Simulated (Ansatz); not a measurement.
## Geometry relaxation of CH7ClOSi2 (part 1 of 2)

System: CH7ClOSi2.
Method: RKS LDA/6-31G (Ansatz 0.2.0).

It belongs to a series of runs on one base structure; here: end point A relaxed.

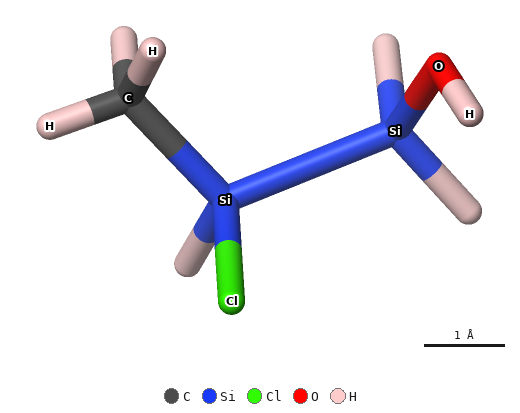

*The starting structure (stick view, seen on its broad side).*

## Input file
```yaml
crystal:
  periodic: [false, false, false]
  atoms:
    - { symbol: C, position_ang: [-1.1579, -0.398, 1.4138] }
    - { symbol: Si, position_ang: [0.4592, -0.6076, 0.6558] }
    - { symbol: Cl, position_ang: [1.806, 0.4945, 1.7038] }
    - { symbol: Si, position_ang: [0.5181, 0.1027, -1.5607] }
    - { symbol: O, position_ang: [0.1338, 1.7129, -1.7002] }
    - { symbol: H, position_ang: [-1.22, -0.6467, 2.4506] }
    - { symbol: H, position_ang: [-1.4841, 0.7, 1.3683] }
    - { symbol: H, position_ang: [-1.9303, -0.9215, 0.8719] }
    - { symbol: H, position_ang: [0.8796, -2.014, 0.8074] }
    - { symbol: H, position_ang: [1.7689, -0.1501, -2.1601] }
    - { symbol: H, position_ang: [-0.6018, -0.6496, -2.2969] }
    - { symbol: H, position_ang: [0.9056, 2.3222, -1.5196] }
basis:
  gaussian: { orbitals: "6-31G" }
hamiltonian:
  xc: lda
relax:
  f_tol: 0.02
  max_steps: 50
```

Machine: 1 thread of Intel Xeon @ 2.50GHz (Skylake/Cascade Lake), 189 GiB of memory available, shared host.

Launch command:
```bash
ansatz run input.yaml --threads 1 --pin off --max-ram 2048MiB --backend cpu --events-out ev --progress --plain --runs-dir out
```

## Log
```
The last accepted step is kept in [file] (removed where the run ends without a failure and the disk answers)
Engine: ansatz 0.2.0, x86_64-unknown-linux-gnu
Functional definition: SPW92
  exchange = slater_x
  correlation = pw_c
911 factors; integrals over basis functions are off by at most 1.7e-4 eV
mean field evaluation 1: about -31332.2173 eV, gradient 7.3e1 eV
mean field evaluation 2: about -31283.1016 eV, gradient 1.6e2 eV
mean field evaluation 4: about -31343.0431 eV, gradient 1.2e1 eV
mean field evaluation 8: about -31343.3601 eV, gradient 2.7e-1 eV
mean field evaluation 16: about -31343.3602 eV, gradient 4.0e-5 eV
mean field -31343.36023033 eV, -1151.8472431720 hartree, gradient 4.0e-5 eV, S^2 0.000000; 0 other end points of the search recorded, 0 dependent functions left out
the calculation of the forces begins
reference -31343.36026649 eV, -1151.8472445008 hartree; 33, 33 occupied and 38, 38 virtual orbitals, 911 factors
relax step   1: F+E_penalty+E_count = -31343.36023033 eV  Δ(F+E_penalty+E_count) = +0.000e0 eV  max|allowed force component| = 2.699e0 eV/Å  Δτ_max = 0.0000 Å  (25 SCF iters, accepted)
these checks for a lower state are left out or cut short: starts, cluster_reference, orbital_swaps, neighbouring_geometries, increment
911 factors; integrals over basis functions are off by at most 1.7e-4 eV
mean field -31343.94513282 eV, -1151.8687379421 hartree, gradient 1.5e-5 eV, S^2 0.000000; 0 other end points of the search recorded, 0 dependent functions left out
[... from here on the field's lines of each further geometry are left out, up to the last ...]
relax step   2: F+E_penalty+E_count = -31343.94513282 eV  Δ(F+E_penalty+E_count) = -5.849e-1 eV  max|allowed force component| = 1.393e0 eV/Å  Δτ_max = 0.1965 Å  (27 SCF iters, accepted)
relax step   3: F+E_penalty+E_count = -31343.94898610 eV  Δ(F+E_penalty+E_count) = -3.853e-3 eV  max|allowed force component| = 8.259e-1 eV/Å  Δτ_max = 0.2000 Å  (26 SCF iters, accepted)
relax step   4: F+E_penalty+E_count = -31344.05756135 eV  Δ(F+E_penalty+E_count) = -1.086e-1 eV  max|allowed force component| = 2.090e-1 eV/Å  Δτ_max = 0.2000 Å  (27 SCF iters, accepted)
relax step   5: F+E_penalty+E_count = -31344.06649916 eV  Δ(F+E_penalty+E_count) = -8.938e-3 eV  max|allowed force component| = 8.658e-2 eV/Å  Δτ_max = 0.1377 Å  (27 SCF iters, accepted)
relax step   6: F+E_penalty+E_count = -31344.06969988 eV  Δ(F+E_penalty+E_count) = -3.201e-3 eV  max|allowed force component| = 6.014e-2 eV/Å  Δτ_max = 0.0528 Å  (26 SCF iters, accepted)
relax step   7: F+E_penalty+E_count = -31344.07287141 eV  Δ(F+E_penalty+E_count) = -3.172e-3 eV  max|allowed force component| = 7.293e-2 eV/Å  Δτ_max = 0.1101 Å  (27 SCF iters, accepted)
relax step   8: F+E_penalty+E_count = -31344.07629946 eV  Δ(F+E_penalty+E_count) = -3.428e-3 eV  max|allowed force component| = 3.847e-2 eV/Å  Δτ_max = 0.0356 Å  (27 SCF iters, accepted)
relax step   9: F+E_penalty+E_count = -31344.08075111 eV  Δ(F+E_penalty+E_count) = -4.452e-3 eV  max|allowed force component| = 1.119e-1 eV/Å  Δτ_max = 0.1302 Å  (27 SCF iters, accepted)
relax step  10: F+E_penalty+E_count = -31344.08372435 eV  Δ(F+E_penalty+E_count) = -2.973e-3 eV  max|allowed force component| = 1.393e-1 eV/Å  Δτ_max = 0.0569 Å  (26 SCF iters, accepted)
relax step  11: F+E_penalty+E_count = -31344.08672587 eV  Δ(F+E_penalty+E_count) = -3.002e-3 eV  max|allowed force component| = 2.749e-1 eV/Å  Δτ_max = 0.1593 Å  (27 SCF iters, accepted)
relax step  12: F+E_penalty+E_count = -31344.09212602 eV  Δ(F+E_penalty+E_count) = -5.400e-3 eV  max|allowed force component| = 1.772e-1 eV/Å  Δτ_max = 0.0308 Å  (27 SCF iters, accepted)
relax step  13: F+E_penalty+E_count = -31344.09522744 eV  Δ(F+E_penalty+E_count) = -3.101e-3 eV  max|allowed force component| = 1.028e-1 eV/Å  Δτ_max = 0.0650 Å  (26 SCF iters, accepted)
relax step  14: F+E_penalty+E_count = -31344.09870912 eV  Δ(F+E_penalty+E_count) = -3.482e-3 eV  max|allowed force component| = 1.138e-1 eV/Å  Δτ_max = 0.0639 Å  (26 SCF iters, accepted)
relax step  15: F+E_penalty+E_count = -31344.10014092 eV  Δ(F+E_penalty+E_count) = -1.432e-3 eV  max|allowed force component| = 1.616e-1 eV/Å  Δτ_max = 0.0958 Å  (26 SCF iters, accepted)
relax step  16: F+E_penalty+E_count = -31344.10151638 eV  Δ(F+E_penalty+E_count) = -1.375e-3 eV  max|allowed force component| = 1.203e-1 eV/Å  Δτ_max = 0.0291 Å  (27 SCF iters, accepted)
relax step  17: F+E_penalty+E_count = -31344.10220149 eV  Δ(F+E_penalty+E_count) = -6.851e-4 eV  max|allowed force component| = 9.667e-2 eV/Å  Δτ_max = 0.0202 Å  (27 SCF iters, accepted)
relax step  18: F+E_penalty+E_count = -31344.10310994 eV  Δ(F+E_penalty+E_count) = -9.084e-4 eV  max|allowed force component| = 3.844e-2 eV/Å  Δτ_max = 0.0480 Å  (26 SCF iters, accepted)
relax step  19: F+E_penalty+E_count = -31344.10340088 eV  Δ(F+E_penalty+E_count) = -2.909e-4 eV  max|allowed force component| = 2.629e-2 eV/Å  Δτ_max = 0.0389 Å  (27 SCF iters, accepted)
relax step  20: F+E_penalty+E_count = -31344.10356024 eV  Δ(F+E_penalty+E_count) = -1.594e-4 eV  max|allowed force component| = 2.636e-2 eV/Å  Δτ_max = 0.0355 Å  (26 SCF iters, accepted)
the calculation of the forces begins
reference -31344.10369548 eV, -1151.8745650122 hartree; 33, 33 occupied and 38, 38 virtual orbitals, 911 factors
relax step  21: F+E_penalty+E_count = -31344.10365929 eV  Δ(F+E_penalty+E_count) = -9.905e-5 eV  max|allowed force component| = 1.618e-2 eV/Å  Δτ_max = 0.0149 Å  (21 SCF iters, accepted)
911 factors; integrals over basis functions are off by at most 1.7e-4 eV
mean field evaluation 160: about -31338.1904 eV, gradient 4.6e1 eV
```

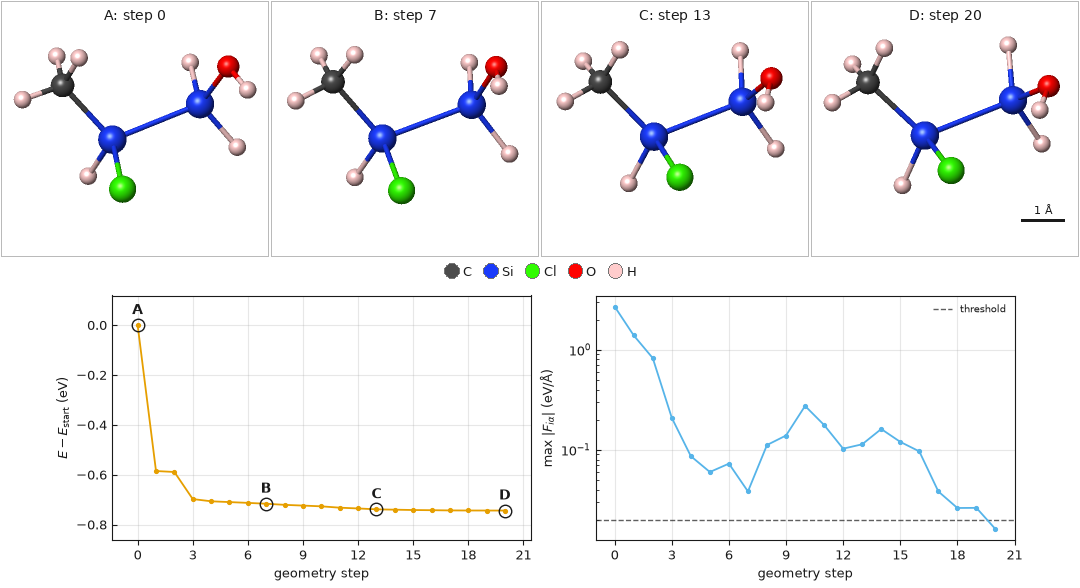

*Frames of the relaxation (ball-and-stick view, seen on its broad side) above the curves, on which the letters mark them (the first geometry is step 0 here and step 1 in the log).*

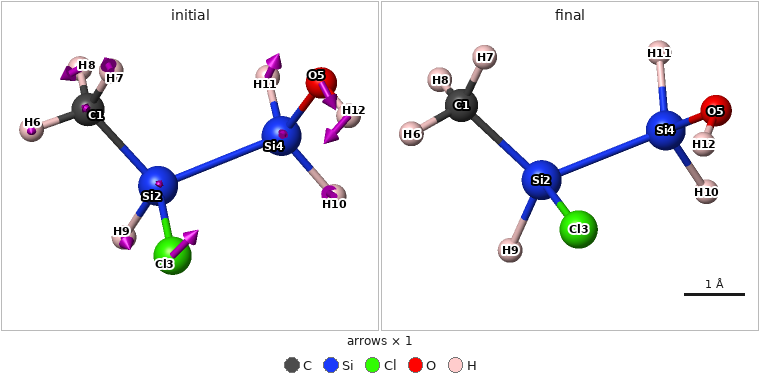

*Before (left) and after (right) the relaxation, at one scale (ball-and-stick view, seen on its broad side). The pink arrows give the displacements, at true length.*

The largest move after the best rigid fit is that of Cl3, 0.70 Å. By element the largest moves are Cl 0.70 Å, H 0.68 Å, O 0.55 Å, Si 0.16 Å, C 0.15 Å. Among the contacts that change: Si2–Cl3 2.031 → 2.223 Å, Si4–H10 1.410 → 1.521 Å, C1–Si2 1.798 → 1.886 Å, Si4–O5 1.661 → 1.731 Å. Among the angles that change: Cl3–Si2–Si4 108.0° → 98.0°, Si2–Si4–O5 111.7° → 105.1°, Si2–Si4–H11 106.8° → 112.6°. The energy falls by 0.743 eV in 20 geometry steps. The largest force component goes from 2.7 to 0.016 eV/Å. (Atoms are counted from 1 in the order of the input.)

```
mean field -31344.10365929 eV, -1151.8745636824 hartree, gradient 1.5e-5 eV, S^2 0.000000; 1 other end points of the search recorded, 0 dependent functions left out
the calculation of the forces begins
reference -31344.10369548 eV, -1151.8745650122 hartree; 33, 33 occupied and 38, 38 virtual orbitals, 911 factors
Total energy: -31344.10369548 eV, -1151.8745650122 hartree
Atom 0 at    -1.302509    -0.469647     1.420015 Å, force    -0.010810    -0.002948    -0.001547 eV/Å
Atom 1 at     0.382704    -0.566118     0.578745 Å, force    -0.001215     0.001375    -0.001662 eV/Å
Atom 2 at     1.601550     1.098765     1.406951 Å, force    -0.002893    -0.007939    -0.001503 eV/Å
Atom 3 at     0.483977     0.054612    -1.696994 Å, force    -0.007178     0.010294    -0.013879 eV/Å
Atom 4 at     0.707184     1.771524    -1.686360 Å, force     0.011920    -0.006458     0.016175 eV/Å
Atom 5 at    -1.192844    -0.558191     2.515298 Å, force    -0.001622     0.001356    -0.005283 eV/Å
Atom 6 at    -1.794629     0.491340     1.188653 Å, force     0.007814    -0.010113     0.001535 eV/Å
Atom 7 at    -1.949511    -1.293069     1.061557 Å, force     0.009949     0.010393     0.006144 eV/Å
Atom 8 at     1.129159    -1.830027     0.961560 Å, force     0.000443     0.003659     0.005214 eV/Å
Atom 9 at     1.622288    -0.700600    -2.366660 Å, force    -0.008359     0.003982     0.004490 eV/Å
Atom 10 at    -0.812111    -0.209666    -2.430857 Å, force     0.010942    -0.001964     0.003564 eV/Å
Atom 11 at     1.201840     2.155879    -0.917808 Å, force    -0.008991    -0.001635    -0.013247 eV/Å
Dipole moment:    -0.386705    -0.608861     0.116543 e Å
```

## Trajectory as extended XYZ (Å, eV, eV/Å), 21 frames, from step=1 to step=21
```
12
Properties=species:S:1:pos:R:3:forces:R:3 step=1 energy=-31343.36023
C    -1.1579   -0.3980    1.4138   -1.6550   2.4716  -0.1101
Si    0.4592   -0.6076    0.6558   -0.6087  -1.3075  -1.9573
Cl    1.8060    0.4945    1.7038    2.1384   1.7494   1.6197
Si    0.5181    0.1027   -1.5607   -2.0096  -2.3438   0.6885
O     0.1338    1.7129   -1.7002    0.3870   2.6992   0.0414
H    -1.2200   -0.6467    2.4506    0.1189  -0.5532   1.2054
H    -1.4841    0.7000    1.3683    0.4244  -0.9440  -0.0595
H    -1.9303   -0.9215    0.8719   -0.5987  -0.6465  -0.4313
H     0.8796   -2.0140    0.8074    0.2659  -0.7695  -0.0520
H     1.7689   -0.1501   -2.1601    2.0492  -0.5651  -0.9378
H    -0.6018   -0.6496   -2.2969    0.2753   0.1435   0.1131
H     0.9056    2.3222   -1.5196   -0.7872   0.0659  -0.1200
12
Properties=species:S:1:pos:R:3:forces:R:3 step=2 energy=-31343.94513
C    -1.1867   -0.3534    1.3905   -0.8198   0.9970   0.3957
Si    0.4844   -0.6162    0.6649    0.4431  -0.0987  -0.5649
Cl    1.9603    0.5853    1.7849   -0.1294  -0.1047  -0.1321
Si    0.4758    0.0590   -1.5837   -0.2460  -0.8693   0.3353
O     0.1132    1.7176   -1.6884    0.3887   1.3927   0.1395
H    -1.2429   -0.6293    2.4478    0.0188  -0.1640   0.3169
H    -1.4809    0.7258    1.3229    0.1921  -0.4027  -0.0270
H    -1.9536   -0.9162    0.8396   -0.0667  -0.2311  -0.1540
H     0.9041   -2.0623    0.7574    0.1516  -0.1412   0.1499
H     1.7983   -0.2458   -2.1750    0.6509  -0.2195  -0.3682
H    -0.6192   -0.6685   -2.3484    0.0539   0.0896   0.1149
H     0.8243    2.3490   -1.3784   -0.6372  -0.2479  -0.2062
12
Properties=species:S:1:pos:R:3:forces:R:3 step=3 energy=-31343.94899
C    -1.2144   -0.3225    1.4390   -0.1630   0.0050  -0.5068
Si    0.4093   -0.7479    0.5644    0.4355   0.4166   0.8259
Cl    1.8643    0.4824    1.7091    0.1496   0.0137  -0.0089
Si    0.6120    0.0840   -1.6152   -0.7597  -0.3957  -0.1903
O     0.0786    1.7345   -1.7013   -0.0210  -0.3898  -0.0639
H    -1.1844   -0.5324    2.5193    0.1716  -0.1037   0.0282
H    -1.4507    0.7502    1.2965    0.0421  -0.1160  -0.0408
H    -2.0135   -0.9251    0.9719   -0.2172   0.0254   0.0887
H     0.8522   -2.1755    0.8648   -0.0885   0.0361  -0.2424
H     1.9357   -0.1727   -2.3007    0.1605   0.0026   0.0941
H    -0.4977   -0.6558   -2.3333    0.0650   0.0265  -0.2095
H     0.6858    2.4256   -1.3804    0.2251   0.4792   0.2257
12
Properties=species:S:1:pos:R:3:forces:R:3 step=4 energy=-31344.05756
C    -1.2160   -0.3043    1.4163   -0.0420  -0.0298  -0.0535
Si    0.4224   -0.7231    0.5807    0.0111   0.0315   0.0992
Cl    1.9149    0.4776    1.6733    0.0808   0.0637   0.0113
Si    0.5709    0.0456   -1.6296   -0.2090  -0.0686  -0.1783
O     0.0810    1.7129   -1.7057    0.0774  -0.0791   0.1027
H    -1.1140   -0.4564    2.5055   -0.0534   0.0355   0.0011
H    -1.4533    0.7557    1.2151   -0.0577  -0.0148   0.0531
H    -2.0485   -0.9325    1.0416    0.1086   0.0390  -0.0017
H     0.8358   -2.1633    0.8221   -0.0078  -0.0189  -0.0863
H     1.9561   -0.1936   -2.2056    0.0518  -0.0146   0.0375
H    -0.4714   -0.6571   -2.4745    0.0443   0.0033  -0.0038
H     0.5993    2.3833   -1.2050   -0.0041   0.0529   0.0187
12
Properties=species:S:1:pos:R:3:forces:R:3 step=5 energy=-31344.06650
C    -1.2208   -0.2945    1.4211   -0.0468   0.0446  -0.0441
Si    0.4311   -0.6944    0.5952   -0.0750  -0.0315  -0.0767
Cl    1.9793    0.4567    1.6578    0.0197   0.0341   0.0071
Si    0.5598    0.0443   -1.6299   -0.0587   0.0391   0.0171
O     0.0988    1.7196   -1.6810    0.0532  -0.0061   0.0333
H    -1.1262   -0.3483    2.5201   -0.0096  -0.0232  -0.0058
H    -1.5645    0.7203    1.1419    0.0866  -0.0790   0.0117
H    -1.9870   -1.0227    1.0907    0.0308   0.0168   0.0276
H     0.8123   -2.1571    0.7547    0.0021   0.0260   0.0506
H     1.9527   -0.2142   -2.1836    0.0183  -0.0082   0.0013
H    -0.4803   -0.6437   -2.4836   -0.0008  -0.0077  -0.0106
H     0.6220    2.3788   -1.1693   -0.0198  -0.0050  -0.0114
```
